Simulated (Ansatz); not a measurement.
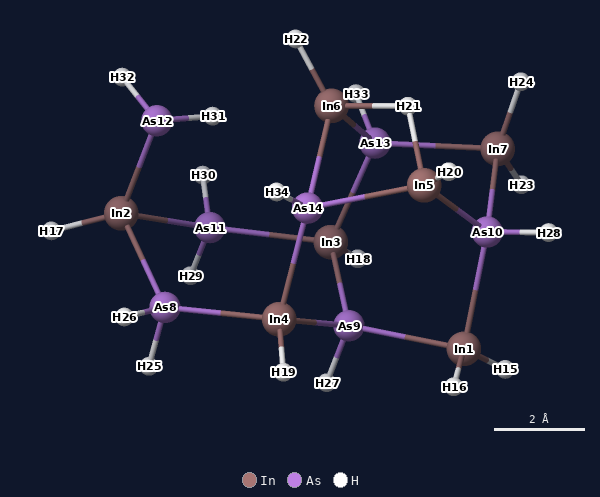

*The structure as given in the input (ball-and-stick view, seen at a tilt; atoms are numbered from 1 in the order of the input). Sticks mark near contacts.*

# Geometry relaxation, with input and output: In7As7H20 (charge +1) (part 1 of 2)

In7As7H20 (In7As7 zinc blende off sphere), charge +1, multiplicity 2, computed with UKS PBE-D4/def2-SVP (Ansatz 0.2.0).

The geometry: PBE-D4/def2-SVP start. Figures and captions count atoms from 1; the log counts them from 0 in places.

### What the program printed
```
Functional definition: PBE
  name "PBE"
  cite "Perdew, Burke & Ernzerhof, Phys. Rev. Lett. 77, 3865 (1996) doi:10.1103/PhysRevLett.77.3865"
  parent pbe
  parameter kappa = 0.804
  parameter beta = 0.06672455060314922
  exchange = pbe_x(kappa = kappa, mu = beta*pi^2/3)
  correlation = pbe_c(beta = beta)
these checks for a lower state are left out or cut short: stability, starts, cluster_reference, orbital_swaps, neighbouring_geometries, increment
3748 factors; integrals over basis functions are off by at most 3.6e-1 eV
mean field evaluation 1: about -462304.9396 eV, gradient 3.6e1 eV
mean field evaluation 2: about -462271.3876 eV, gradient 6.2e1 eV
mean field evaluation 4: about -462312.6195 eV, gradient 7.0e0 eV
mean field evaluation 8: about -462312.9664 eV, gradient 3.2e0 eV
mean field evaluation 16: about -462313.0993 eV, gradient 4.2e-1 eV
mean field evaluation 32: about -462313.1018 eV, gradient 1.3e-5 eV
mean field -462313.10175927 eV, -16989.6931225778 hartree, gradient 9.7e-6 eV, S^2 0.751765; 0 other end points of the search recorded, 0 dependent functions left out
the calculation of the forces begins
reference -462313.10187617 eV, -16989.6931268737 hartree; 199, 198 occupied and 307, 308 virtual orbitals, 3748 factors
relax step   1: F+E_penalty+E_count = -462315.25864927 eV  Δ(F+E_penalty+E_count) = +0.000e0 eV  max|allowed force component| = 6.482e-1 eV/Å  Δτ_max = 0.0000 Å  (31 SCF iters, accepted)
these checks for a lower state are left out or cut short: stability, starts, cluster_reference, orbital_swaps, neighbouring_geometries, increment
3748 factors; integrals over basis functions are off by at most 3.6e-1 eV
mean field -462313.21053602 eV, -16989.6971200496 hartree, gradient 3.0e-6 eV, S^2 0.752587; 0 other end points of the search recorded, 0 dependent functions left out
[... from here on the field's lines of each further geometry are left out, up to the last ...]
relax step   2: F+E_penalty+E_count = -462315.35606442 eV  Δ(F+E_penalty+E_count) = -9.742e-2 eV  max|allowed force component| = 4.357e-1 eV/Å  Δτ_max = 0.1939 Å  (34 SCF iters, accepted)
relax step   3: F+E_penalty+E_count = -462315.45736488 eV  Δ(F+E_penalty+E_count) = -1.013e-1 eV  max|allowed force component| = 1.082e-1 eV/Å  Δτ_max = 0.0889 Å  (33 SCF iters, accepted)
relax step   4: F+E_penalty+E_count = -462315.51171161 eV  Δ(F+E_penalty+E_count) = -5.435e-2 eV  max|allowed force component| = 1.681e-1 eV/Å  Δτ_max = 0.1999 Å  (30 SCF iters, accepted)
relax step   5: F+E_penalty+E_count = -462315.57030038 eV  Δ(F+E_penalty+E_count) = -5.859e-2 eV  max|allowed force component| = 2.045e-1 eV/Å  Δτ_max = 0.1915 Å  (29 SCF iters, accepted)
relax step   6: F+E_penalty+E_count = -462315.62669185 eV  Δ(F+E_penalty+E_count) = -5.639e-2 eV  max|allowed force component| = 3.868e-1 eV/Å  Δτ_max = 0.1950 Å  (29 SCF iters, accepted)
relax step   7: F+E_penalty+E_count = -462315.68522667 eV  Δ(F+E_penalty+E_count) = -5.853e-2 eV  max|allowed force component| = 4.618e-1 eV/Å  Δτ_max = 0.1950 Å  (27 SCF iters, accepted)
relax step   8: F+E_penalty+E_count = -462315.74697235 eV  Δ(F+E_penalty+E_count) = -6.175e-2 eV  max|allowed force component| = 3.281e-1 eV/Å  Δτ_max = 0.1949 Å  (27 SCF iters, accepted)
relax step   9: F+E_penalty+E_count = -462315.79888523 eV  Δ(F+E_penalty+E_count) = -5.191e-2 eV  max|allowed force component| = 2.464e-1 eV/Å  Δτ_max = 0.1951 Å  (23 SCF iters, accepted)
relax step  10: F+E_penalty+E_count = -462315.82125010 eV  Δ(F+E_penalty+E_count) = -2.236e-2 eV  max|allowed force component| = 2.194e-1 eV/Å  Δτ_max = 0.1958 Å  (21 SCF iters, accepted)
relax step  11: F+E_penalty+E_count = -462315.82758931 eV  Δ(F+E_penalty+E_count) = -6.339e-3 eV  max|allowed force component| = 3.000e-1 eV/Å  Δτ_max = 0.1687 Å  (22 SCF iters, accepted)
relax step  12: F+E_penalty+E_count = -462315.84274786 eV  Δ(F+E_penalty+E_count) = -1.516e-2 eV  max|allowed force component| = 5.873e-2 eV/Å  Δτ_max = 0.0489 Å  (21 SCF iters, accepted)
relax step  13: F+E_penalty+E_count = -462315.82623950 eV  Δ(F+E_penalty+E_count) = +1.651e-2 eV  max|allowed force component| = 2.010e-1 eV/Å  Δτ_max = 0.2000 Å  (21 SCF iters, rejected (line search))
relax step  14: F+E_penalty+E_count = -462315.84968193 eV  Δ(F+E_penalty+E_count) = -6.934e-3 eV  max|allowed force component| = 3.043e-2 eV/Å  Δτ_max = 0.0990 Å  (19 SCF iters, accepted)
relax step  15: F+E_penalty+E_count = -462315.85400388 eV  Δ(F+E_penalty+E_count) = -4.322e-3 eV  max|allowed force component| = 6.530e-2 eV/Å  Δτ_max = 0.0965 Å  (20 SCF iters, accepted)
relax step  16: F+E_penalty+E_count = -462315.85774393 eV  Δ(F+E_penalty+E_count) = -3.740e-3 eV  max|allowed force component| = 1.768e-1 eV/Å  Δτ_max = 0.1492 Å  (19 SCF iters, accepted)
relax step  17: F+E_penalty+E_count = -462315.85976753 eV  Δ(F+E_penalty+E_count) = -2.024e-3 eV  max|allowed force component| = 1.967e-1 eV/Å  Δτ_max = 0.0718 Å  (19 SCF iters, accepted)
relax step  18: F+E_penalty+E_count = -462315.86343659 eV  Δ(F+E_penalty+E_count) = -3.669e-3 eV  max|allowed force component| = 1.560e-1 eV/Å  Δτ_max = 0.1121 Å  (19 SCF iters, accepted)
relax step  19: F+E_penalty+E_count = -462315.86624105 eV  Δ(F+E_penalty+E_count) = -2.804e-3 eV  max|allowed force component| = 1.002e-1 eV/Å  Δτ_max = 0.1408 Å  (19 SCF iters, accepted)
relax step  20: F+E_penalty+E_count = -462315.86859097 eV  Δ(F+E_penalty+E_count) = -2.350e-3 eV  max|allowed force component| = 8.885e-2 eV/Å  Δτ_max = 0.1228 Å  (20 SCF iters, accepted)
relax step  21: F+E_penalty+E_count = -462315.87113289 eV  Δ(F+E_penalty+E_count) = -2.542e-3 eV  max|allowed force component| = 1.078e-1 eV/Å  Δτ_max = 0.0855 Å  (19 SCF iters, accepted)
relax step  22: F+E_penalty+E_count = -462315.87272091 eV  Δ(F+E_penalty+E_count) = -1.588e-3 eV  max|allowed force component| = 1.157e-1 eV/Å  Δτ_max = 0.0573 Å  (19 SCF iters, accepted)
relax step  23: F+E_penalty+E_count = -462315.87424971 eV  Δ(F+E_penalty+E_count) = -1.529e-3 eV  max|allowed force component| = 1.159e-1 eV/Å  Δτ_max = 0.0932 Å  (19 SCF iters, accepted)
relax step  24: F+E_penalty+E_count = -462315.87525152 eV  Δ(F+E_penalty+E_count) = -1.002e-3 eV  max|allowed force component| = 1.069e-1 eV/Å  Δτ_max = 0.0692 Å  (19 SCF iters, accepted)
relax step  25: F+E_penalty+E_count = -462315.87638646 eV  Δ(F+E_penalty+E_count) = -1.135e-3 eV  max|allowed force component| = 1.056e-1 eV/Å  Δτ_max = 0.0994 Å  (19 SCF iters, accepted)
relax step  26: F+E_penalty+E_count = -462315.87686262 eV  Δ(F+E_penalty+E_count) = -4.762e-4 eV  max|allowed force component| = 1.258e-1 eV/Å  Δτ_max = 0.0846 Å  (19 SCF iters, accepted)
relax step  27: F+E_penalty+E_count = -462315.87695662 eV  Δ(F+E_penalty+E_count) = -9.400e-5 eV  max|allowed force component| = 1.422e-1 eV/Å  Δτ_max = 0.0762 Å  (19 SCF iters, accepted)
relax step  28: F+E_penalty+E_count = -462315.87865589 eV  Δ(F+E_penalty+E_count) = -1.699e-3 eV  max|allowed force component| = 8.987e-2 eV/Å  Δτ_max = 0.0180 Å  (20 SCF iters, accepted)
relax step  29: F+E_penalty+E_count = -462315.87954041 eV  Δ(F+E_penalty+E_count) = -8.845e-4 eV  max|allowed force component| = 9.789e-3 eV/Å  Δτ_max = 0.0226 Å  (20 SCF iters, accepted)
relax step  30: F+E_penalty+E_count = -462315.87997298 eV  Δ(F+E_penalty+E_count) = -4.326e-4 eV  max|allowed force component| = 5.471e-3 eV/Å  Δτ_max = 0.0448 Å  (19 SCF iters, accepted)
the calculation of the forces begins
reference -462313.67361768 eV, -16989.7141379866 hartree; 199, 198 occupied and 307, 308 virtual orbitals, 3748 factors
relax step  31: F+E_penalty+E_count = -462315.88024980 eV  Δ(F+E_penalty+E_count) = -2.768e-4 eV  max|allowed force component| = 4.462e-2 eV/Å  Δτ_max = 0.1143 Å  (19 SCF iters, accepted)
these checks for a lower state are left out or cut short: stability, starts, cluster_reference, orbital_swaps, neighbouring_geometries, increment
3748 factors; integrals over basis functions are off by at most 3.5e-1 eV
mean field -462313.67332466 eV, -16989.7141272186 hartree, gradient 2.9e-6 eV, S^2 0.751484; 0 other end points of the search recorded, 0 dependent functions left out
the calculation of the forces begins
reference -462313.67344105 eV, -16989.7141314958 hartree; 199, 198 occupied and 307, 308 virtual orbitals, 3748 factors
relax step  32: F+E_penalty+E_count = -462315.88052798 eV  Δ(F+E_penalty+E_count) = -2.782e-4 eV  max|allowed force component| = 1.975e-2 eV/Å  Δτ_max = 0.0127 Å  (15 SCF iters, accepted)
```

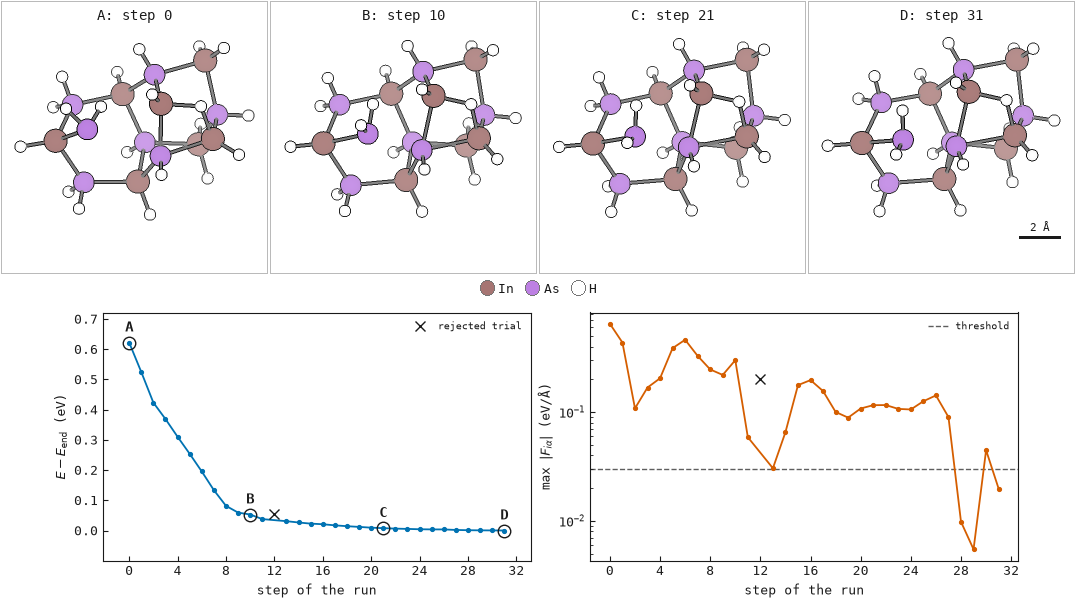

*Frames of the relaxation (ball-and-stick view, seen at a tilt) above the curves, on which the letters mark them (the first geometry is step 0 here and step 1 in the log).*

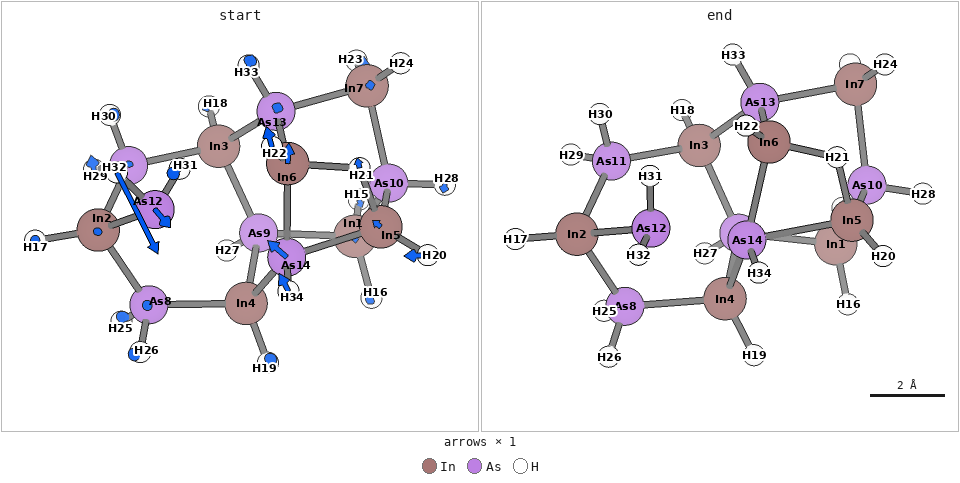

*Before (left) and after (right) the relaxation, at one scale (ball-and-stick view, seen at a tilt). The blue arrows give the displacements, at true length.*

The energy falls by 0.622 eV in 31 geometry steps. The largest force component goes from 0.65 to 0.02 eV/Å. The line search rejected the trial step at point 12 (counted from 0) and went back. H32 moves most after the best rigid fit: 2.51 Å. Largest moves by element: H 2.51 Å, As 0.83 Å, In 0.60 Å. Distances before and after: In5–As14 2.699 → 2.931 Å, In6–As14 2.689 → 2.785 Å, In6–H21 1.959 → 1.892 Å, In4–As14 2.666 → 2.729 Å. Among the angles that change: In2–As12–H32 91.2° → 112.0°, In2–As12–H31 88.6° → 106.9°, In4–As14–In5 117.1° → 102.1°. (Atoms are counted from 1 in the order of the input.)

```
Total energy: -462315.88064437 eV, -16989.7952447215 hartree
Atom 0 at     0.404217    -4.222454     0.985190 Å, force    -0.002587     0.002516    -0.001964 eV/Å
Atom 1 at    -2.832467     2.557057    -2.359109 Å, force    -0.002454     0.005111    -0.000468 eV/Å
Atom 2 at     0.952798    -0.759977    -2.235986 Å, force    -0.001161    -0.002983    -0.002666 eV/Å
Atom 3 at    -2.420631    -0.948807     0.653131 Å, force     0.001472    -0.000916    -0.002762 eV/Å
Atom 4 at     1.030742    -0.382324     3.329837 Å, force     0.001297    -0.000087     0.003734 eV/Å
Atom 5 at     1.799198     1.995840     1.259486 Å, force     0.001318     0.004614    -0.000656 eV/Å
Atom 6 at     4.395154    -1.417136     0.796856 Å, force     0.000312    -0.002781     0.001110 eV/Å
Atom 7 at    -3.895726     0.339449    -1.252303 Å, force     0.001037    -0.000329     0.000348 eV/Å
Atom 8 at    -0.617291    -2.283296    -0.724063 Å, force    -0.000002    -0.001308     0.002441 eV/Å
Atom 9 at     2.139099    -2.377445     2.054101 Å, force    -0.000062    -0.003195    -0.000033 eV/Å
Atom 10 at    -0.591187     1.323108    -3.214321 Å, force     0.005015     0.008198    -0.019755 eV/Å
Atom 11 at    -1.797263     3.271454     0.020228 Å, force    -0.001022     0.017153     0.003802 eV/Å
Atom 12 at     2.706995     0.333615    -0.559650 Å, force    -0.000438    -0.001360    -0.002504 eV/Å
Atom 13 at    -0.806041     1.056838     1.556288 Å, force    -0.000838    -0.003519     0.001875 eV/Å
Atom 14 at     1.390191    -5.264087     0.027619 Å, force    -0.000211    -0.000311     0.000699 eV/Å
Atom 15 at    -0.903715    -4.420463     2.100556 Å, force     0.001138     0.000067     0.000863 eV/Å
Atom 16 at    -3.751066     3.600731    -3.377632 Å, force     0.000721    -0.000394     0.001244 eV/Å
Atom 17 at     1.621681    -1.485018    -3.662829 Å, force    -0.000797     0.001556     0.001670 eV/Å
Atom 18 at    -3.403219    -1.567719     1.933653 Å, force    -0.000162     0.001096     0.000203 eV/Å
Atom 19 at     0.534260    -0.008249     4.943926 Å, force     0.000613    -0.000189    -0.000285 eV/Å
Atom 20 at     2.308877     1.091958     2.842018 Å, force    -0.001470    -0.001146    -0.000821 eV/Å
Atom 21 at     1.843772     3.714887     1.386624 Å, force    -0.000064    -0.002001     0.000134 eV/Å
Atom 22 at     4.854322    -2.617443    -0.353266 Å, force     0.000385     0.001415     0.001160 eV/Å
Atom 23 at     5.199534    -0.380444     1.922614 Å, force    -0.000631     0.000585    -0.000807 eV/Å
Atom 24 at    -4.225647    -0.662914    -2.351781 Å, force     0.000959    -0.002678     0.000229 eV/Å
Atom 25 at    -5.323996     0.611259    -0.792729 Å, force    -0.002089    -0.000449    -0.002320 eV/Å
Atom 26 at    -1.501161    -2.968493    -1.769334 Å, force     0.001341     0.002081     0.000387 eV/Å
Atom 27 at     2.650189    -3.063074     3.327191 Å, force    -0.000252     0.002651    -0.001000 eV/Å
Atom 28 at    -0.922325     0.942162    -4.657180 Å, force     0.006842     0.004208     0.015018 eV/Å
Atom 29 at     0.356426     2.469108    -3.569214 Å, force    -0.012763    -0.013061     0.004752 eV/Å
Atom 30 at    -0.577795     4.147234    -0.270274 Å, force    -0.005221    -0.004010     0.001917 eV/Å
Atom 31 at    -2.632440     4.359404     0.707661 Å, force     0.008253    -0.013600    -0.006125 eV/Å
Atom 32 at     3.488021     1.292515    -1.459400 Å, force    -0.000693     0.001327     0.001097 eV/Å
Atom 33 at    -1.473506     1.722736     2.762074 Å, force     0.002213     0.001741    -0.000517 eV/Å
Dipole moment:    -0.880883     0.928477    -0.428081 e Å
Checks for a lower state left out: stability, starts, cluster_reference, orbital_swaps, neighbouring_geometries, increment
```
